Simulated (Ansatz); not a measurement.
```yaml
atoms:
  - { symbol: W, position_ang: [-0.0804, 0.2007, -0.0503] }
  - { symbol: Cl, position_ang: [0.2409, -0.9290, 2.0597] }
  - { symbol: H, position_ang: [1.4791, 0.4400, 0.4945] }
  - { symbol: H, position_ang: [0.5161, 1.7776, -0.3868] }
  - { symbol: H, position_ang: [-1.4893, 0.2562, 0.8983] }
  - { symbol: H, position_ang: [0.9101, -1.1269, -0.2576] }
  - { symbol: H, position_ang: [-0.3553, -0.6186, -1.5366] }
```

Core potentials replace the inner electrons of W.

Method: Ansatz 0.2.0, RKS revPBE/def2-SVP.

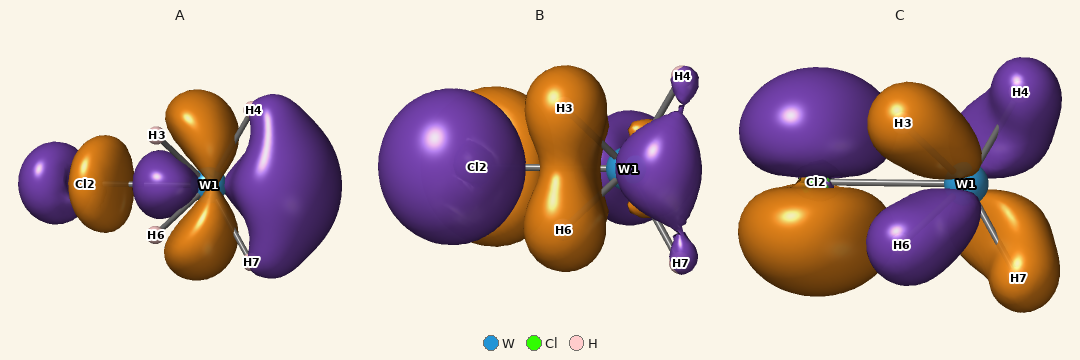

ClH₅W. Three frontier orbitals at ±0.1 Å⁻³ᐟ² (orange and purple are the two phases), in no order.

### Which picture is the HOMO−1, the HOMO and the LUMO?

C is the HOMO−1 (−6.89 eV). Its weight (Hirshfeld) is mainly on Cl2 (about 60 %) and W1 (about 25 %). B is the HOMO (−6.02 eV). Its weight (Hirshfeld) is mainly on Cl2 (about 65 %), W1 (about 15 %) and H5 (about 5 %); largely a lone pair of Cl2. A is the LUMO (−4.18 eV). By Hirshfeld shares it lies mainly on W1 (about 75 %) and Cl2 (about 10 %).

### What is the HOMO–LUMO gap?

1.84 eV between the orbital energies.
